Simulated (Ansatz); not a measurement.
# CCSD/6-31G(d) (sfX2C, Cartesian functions, accuracy low, start density atoms) run of C4H12Ge (SMILES CC(C)C[GeH3])

Aim: the energy change on altering one bond length of C4H12Ge at CCSD/6-31G* (sfX2C, Cartesian functions, accuracy low, start density atoms), from 2 runs. 

Program for the calculation: Ansatz 0.2.0.

5 further runs of the same task are left out: 3 for a known fault of the program, 2 that didn't finish. Runs told in other sessions of the task aren't counted.

### 1 The structure to begin with

The species is C4H12Ge (17 atoms), meant as a singlet with charge 0. As SMILES, `CC(C)C[GeH3]`. The shape is that of a PBE0-D4/def2-TZVP optimisation. This is one conformer, not always the lowest.

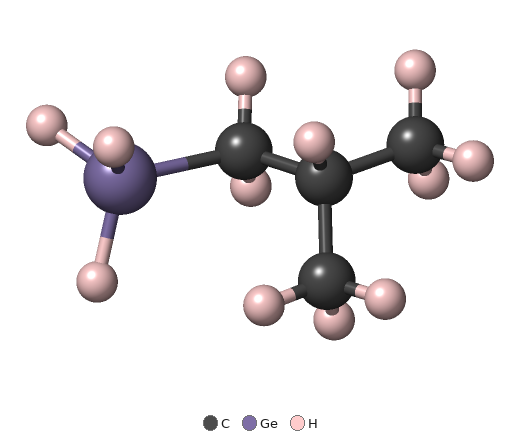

Viewed from a chosen angle; carbon dark grey, germanium purple, hydrogen pink.

### 2 Energy and gradient at CCSD/6-31G(d) (sfX2C, Cartesian functions, accuracy low, start density atoms)

run.yaml

```yaml
crystal:
  periodic: [false, false, false]
  atoms:
    - {symbol: C, position_ang: [-1.065300, 0.017030, 1.152400]}
    - {symbol: C, position_ang: [0.340480, -0.122320, 0.586260]}
    - {symbol: C, position_ang: [1.025400, -1.359130, 1.152850]}
    - {symbol: C, position_ang: [0.339950, -0.164700, -0.940670]}
    - {symbol: Ge, position_ang: [-0.357840, 1.442150, -1.825170]}
    - {symbol: H, position_ang: [-1.552680, 0.937300, 0.820530]}
    - {symbol: H, position_ang: [-1.049160, 0.026690, 2.244940]}
    - {symbol: H, position_ang: [-1.693240, -0.822160, 0.835830]}
    - {symbol: H, position_ang: [0.919680, 0.755880, 0.900570]}
    - {symbol: H, position_ang: [0.479460, -2.264940, 0.870230]}
    - {symbol: H, position_ang: [2.047150, -1.455690, 0.777150]}
    - {symbol: H, position_ang: [1.069230, -1.323890, 2.244770]}
    - {symbol: H, position_ang: [1.359330, -0.310640, -1.311300]}
    - {symbol: H, position_ang: [-0.243350, -1.023440, -1.291830]}
    - {symbol: H, position_ang: [0.040890, 1.437230, -3.312590]}
    - {symbol: H, position_ang: [-1.892890, 1.528870, -1.742710]}
    - {symbol: H, position_ang: [0.232900, 2.701760, -1.161270]}
basis:
  gaussian: {orbitals: "6-31G*"}
hamiltonian: {pseudopotentials: {relativity: scalar}}
correlation: {method: ccsd, electrons: outside_noble_gas}
accuracy: low
output: {forces: true, orbitals: {seedname: orbitals}}
```

Command:

```sh
ansatz run run.yaml --threads 1 --pin off --max-ram 3480MiB --events-out events.jsonl --progress --plain --runs-dir runs
```

The log of the run:

```text
Warning: RAYON_NUM_THREADS=1 ignored (pool sized by the plan → 1); use --threads N
Functional definition: HF
  name "HF"
  exchange = exact_x
  correlation = 0
1269 factors; integrals over basis functions are off by at most 7.1e-4 eV
mean field evaluation 1: about -61249.4203 eV, gradient 3.0e1 eV
mean field evaluation 2: about -61249.4915 eV, gradient 3.0e1 eV
mean field evaluation 4: about -61252.1960 eV, gradient 3.7e0 eV
mean field evaluation 8: about -61252.2366 eV, gradient 5.3e-5 eV
mean field evaluation 16: about -61252.2354 eV, gradient 7.0e-1 eV
mean field -61252.23660916 eV, -2250.9781771294 hartree, gradient 3.0e-6 eV, S^2 0.000000; 0 other end points of the search recorded, 0 dependent functions left out
18 core orbitals not correlated: weight in the atoms' cores, before any rotation towards them, 0.999 or more for the frozen orbitals, at most 0.000 for the correlated occupied ones
reference -61252.23660916 eV, -2250.9781771294 hartree; 16, 16 occupied and 85, 85 virtual orbitals, 1269 factors
second order -16.67397440 eV of doubles, -0.00000000 eV of singles
cycle   1  -17.89533876 eV  change    -1.2e0 eV  update   9.6e-2
cycle   2  -18.51113365 eV  change   -6.2e-1 eV  update   3.0e-2
cycle   3  -18.58665105 eV  change   -7.6e-2 eV  update   9.4e-3
cycle   4  -18.58697160 eV  change   -3.2e-4 eV  update   2.4e-3
cycle   5  -18.58695296 eV  change    1.9e-5 eV  update   6.4e-4
cycle   6  -18.58684110 eV  change    1.1e-4 eV  update   2.0e-4
cycle   7  -18.58681927 eV  change    2.2e-5 eV  update   5.3e-5
cycle   8  -18.58682599 eV  change   -6.7e-6 eV  update   1.8e-5
cycle   9  -18.58682529 eV  change    7.0e-7 eV  update   5.3e-6
the calculation of the forces begins
Total energy: -61270.82343445 eV, -2251.6612303604 hartree
Relativity: scalar
Atom 0 at    -1.065300     0.017030     1.152400 Å, force    -0.157062     0.011926     0.049913 eV/Å
Atom 1 at     0.340480    -0.122320     0.586260 Å, force     0.069227     0.089416     0.033442 eV/Å
Atom 2 at     1.025400    -1.359130     1.152850 Å, force     0.050848    -0.130106     0.058150 eV/Å
Atom 3 at     0.339950    -0.164700    -0.940670 Å, force    -0.026291     0.020015    -0.162853 eV/Å
Atom 4 at    -0.357840     1.442150    -1.825170 Å, force     0.008601    -0.027021     0.014048 eV/Å
Atom 5 at    -1.552680     0.937300     0.820530 Å, force    -0.052307     0.124153    -0.026349 eV/Å
Atom 6 at    -1.049160     0.026690     2.244940 Å, force     0.009707     0.002031     0.163318 eV/Å
Atom 7 at    -1.693240    -0.822160     0.835830 Å, force    -0.071527    -0.120328    -0.047193 eV/Å
Atom 8 at     0.919680     0.755880     0.900570 Å, force     0.075867     0.108564     0.042578 eV/Å
Atom 9 at     0.479460    -2.264940     0.870230 Å, force    -0.080354    -0.115960    -0.042512 eV/Å
Atom 10 at     2.047150    -1.455690     0.777150 Å, force     0.150016    -0.003184    -0.053222 eV/Å
Atom 11 at     1.069230    -1.323890     2.244770 Å, force     0.008704     0.011311     0.157779 eV/Å
Atom 12 at     1.359330    -0.310640    -1.311300 Å, force     0.157940    -0.035098    -0.035923 eV/Å
Atom 13 at    -0.243350    -1.023440    -1.291830 Å, force    -0.070531    -0.141797    -0.024594 eV/Å
Atom 14 at     0.040890     1.437230    -3.312590 Å, force     0.059939     0.003735    -0.217570 eV/Å
Atom 15 at    -1.892890     1.528870    -1.742710 Å, force    -0.214955     0.016426     0.004437 eV/Å
Atom 16 at     0.232900     2.701760    -1.161270 Å, force     0.082179     0.185919     0.086553 eV/Å
Dipole moment:     0.059365    -0.128604     0.090576 e Å
```

It took 25 s on 1 thread of Intel Xeon 6975P-C (Granite Rapids), shared host; peak memory 0.76 GiB.

### 3 The distorted shape

run.yaml

```yaml
crystal:
  periodic: [false, false, false]
  atoms:
    - {symbol: C, position_ang: [-1.119919, -0.073592, 1.124125]}
    - {symbol: C, position_ang: [0.285861, -0.212942, 0.557985]}
    - {symbol: C, position_ang: [0.970781, -1.449752, 1.124575]}
    - {symbol: C, position_ang: [0.285331, -0.255322, -0.968945]}
    - {symbol: Ge, position_ang: [-0.412459, 1.351528, -1.853445]}
    - {symbol: H, position_ang: [-1.607299, 0.846678, 0.792255]}
    - {symbol: H, position_ang: [-1.103779, -0.063932, 2.216665]}
    - {symbol: H, position_ang: [-1.747859, -0.912782, 0.807555]}
    - {symbol: H, position_ang: [0.865061, 0.665258, 0.872295]}
    - {symbol: H, position_ang: [0.479460, -2.264940, 0.870230]}
    - {symbol: H, position_ang: [1.992531, -1.546312, 0.748875]}
    - {symbol: H, position_ang: [1.014611, -1.414512, 2.216495]}
    - {symbol: H, position_ang: [1.304711, -0.401262, -1.339575]}
    - {symbol: H, position_ang: [-0.297969, -1.114062, -1.320105]}
    - {symbol: H, position_ang: [-0.013729, 1.346608, -3.340865]}
    - {symbol: H, position_ang: [-1.947509, 1.438248, -1.770985]}
    - {symbol: H, position_ang: [0.178281, 2.611138, -1.189545]}
basis:
  gaussian: {orbitals: "6-31G*"}
hamiltonian: {pseudopotentials: {relativity: scalar}}
correlation: {method: ccsd, electrons: outside_noble_gas}
accuracy: low
output: {forces: true, orbitals: {seedname: orbitals}}
```

Command:

```sh
ansatz run run.yaml --threads 1 --pin off --max-ram 3480MiB --events-out events.jsonl --progress --plain --runs-dir runs
```

The log of the run:

```text
Warning: RAYON_NUM_THREADS=1 ignored (pool sized by the plan → 1); use --threads N
Functional definition: HF
  name "HF"
  exchange = exact_x
  correlation = 0
1269 factors; integrals over basis functions are off by at most 7.3e-4 eV
mean field evaluation 1: about -61249.1377 eV, gradient 3.1e1 eV
mean field evaluation 2: about -61249.2095 eV, gradient 3.1e1 eV
mean field evaluation 4: about -61251.9695 eV, gradient 3.7e0 eV
mean field evaluation 8: about -61252.0096 eV, gradient 5.7e-5 eV
mean field evaluation 16: about -61252.0083 eV, gradient 7.3e-1 eV
mean field -61252.00960701 eV, -2250.9698349545 hartree, gradient 3.0e-6 eV, S^2 0.000000; 0 other end points of the search recorded, 0 dependent functions left out
18 core orbitals not correlated: weight in the atoms' cores, before any rotation towards them, 0.999 or more for the frozen orbitals, at most 0.000 for the correlated occupied ones
reference -61252.00960701 eV, -2250.9698349545 hartree; 16, 16 occupied and 85, 85 virtual orbitals, 1269 factors
second order -16.64077883 eV of doubles, -0.00000000 eV of singles
cycle   1  -17.86154542 eV  change    -1.2e0 eV  update   9.5e-2
cycle   2  -18.47142553 eV  change   -6.1e-1 eV  update   3.0e-2
cycle   3  -18.54439290 eV  change   -7.3e-2 eV  update   9.2e-3
cycle   4  -18.54443921 eV  change   -4.6e-5 eV  update   2.4e-3
cycle   5  -18.54439071 eV  change    4.9e-5 eV  update   6.3e-4
cycle   6  -18.54427503 eV  change    1.2e-4 eV  update   2.0e-4
cycle   7  -18.54425233 eV  change    2.3e-5 eV  update   5.3e-5
cycle   8  -18.54425911 eV  change   -6.8e-6 eV  update   1.8e-5
cycle   9  -18.54425843 eV  change    6.9e-7 eV  update   5.3e-6
the calculation of the forces begins
Total energy: -61270.55386544 eV, -2251.6513238818 hartree
Relativity: scalar
Atom 0 at    -1.119919    -0.073592     1.124125 Å, force    -0.153413    -0.000696     0.050256 eV/Å
Atom 1 at     0.285861    -0.212942     0.557985 Å, force     0.144869     0.198771     0.075433 eV/Å
Atom 2 at     0.970781    -1.449752     1.124575 Å, force     2.514507     3.885882     1.339135 eV/Å
Atom 3 at     0.285331    -0.255322    -0.968945 Å, force    -0.027257     0.005307    -0.159327 eV/Å
Atom 4 at    -0.412459     1.351528    -1.853445 Å, force     0.008374    -0.028661     0.014573 eV/Å
Atom 5 at    -1.607299     0.846678     0.792255 Å, force    -0.054502     0.120764    -0.027800 eV/Å
Atom 6 at    -1.103779    -0.063932     2.216665 Å, force     0.009519     0.003085     0.163284 eV/Å
Atom 7 at    -1.747859    -0.912782     0.807555 Å, force    -0.081238    -0.120821    -0.045923 eV/Å
Atom 8 at     0.865061     0.665258     0.872295 Å, force     0.053213     0.121358     0.026659 eV/Å
Atom 9 at     0.479460    -2.264940     0.870230 Å, force    -2.671509    -4.370524    -1.388350 eV/Å
Atom 10 at     1.992531    -1.546312     0.748875 Å, force     0.187463     0.072867    -0.020832 eV/Å
Atom 11 at     1.014611    -1.414512     2.216495 Å, force     0.058596     0.085110     0.170383 eV/Å
Atom 12 at     1.304711    -0.401262    -1.339575 Å, force     0.157905    -0.033790    -0.036364 eV/Å
Atom 13 at    -0.297969    -1.114062    -1.320105 Å, force    -0.073008    -0.143490    -0.033878 eV/Å
Atom 14 at    -0.013729     1.346608    -3.340865 Å, force     0.059644     0.003875    -0.218250 eV/Å
Atom 15 at    -1.947509     1.438248    -1.770985 Å, force    -0.215470     0.016448     0.004096 eV/Å
Atom 16 at     0.178281     2.611138    -1.189545 Å, force     0.082306     0.184516     0.086904 eV/Å
Dipole moment:     0.054105    -0.141493     0.088447 e Å
```

It took 25 s on 1 thread of Intel Xeon 6975P-C (Granite Rapids), shared host; peak memory 0.76 GiB.

### 4 Summary of results

At CCSD/6-31G* (sfX2C, Cartesian functions, accuracy low, start density atoms), 18 core orbitals frozen:

| quantity | value |
| --- | --- |
| first shape: total energy | -2251.66123 Eh |
| first shape: dipole moment (correlated density) | 0.81 D |
| first shape: HOMO energy (Hartree–Fock orbitals) | -11.05 eV |
| first shape: LUMO energy (Hartree–Fock orbitals) | 4.17 eV |
| first shape: HOMO–LUMO gap (Hartree–Fock orbitals) | 15.22 eV |
| first shape: correlation energy (18 core orbitals frozen) | -683.1 mEh |
| first shape: T1 diagnostic | 0.010 |
| first shape: largest force on an atom | 0.226 eV/Å |
| distorted shape: total energy | -2251.65132 Eh |
| distorted shape: dipole moment (correlated density) | 0.84 D |
| distorted shape: HOMO energy (Hartree–Fock orbitals) | -11.04 eV |
| distorted shape: LUMO energy (Hartree–Fock orbitals) | 4.17 eV |
| distorted shape: HOMO–LUMO gap (Hartree–Fock orbitals) | 15.21 eV |
| distorted shape: correlation energy (18 core orbitals frozen) | -681.5 mEh |
| distorted shape: T1 diagnostic | 0.010 |
| distorted shape: largest force on an atom | 5.307 eV/Å |
| energy change with the C3–H10 bond shortened from 1.095 to 0.985 Å | 0.270 eV |

With the C3–H10 bond shortened from 1.095 to 0.985 Å the energy rises by 0.27 eV (6.2 kcal/mol). The first shape isn't relaxed at this level, so the change isn't measured from a minimum. Mulliken charges (first shape) run from -0.47 on C1 to +0.17 on H6; they depend strongly on the basis. The accuracy setting (first shape) is loose, so the last digits carry no meaning. The basis (first shape) was contracted for non-relativistic atoms, which limits what the relativistic Hamiltonian can do in the core. The accuracy setting (distorted shape) is loose, so the last digits carry no meaning. The basis (distorted shape) was contracted for non-relativistic atoms, which limits what the relativistic Hamiltonian can do in the core.
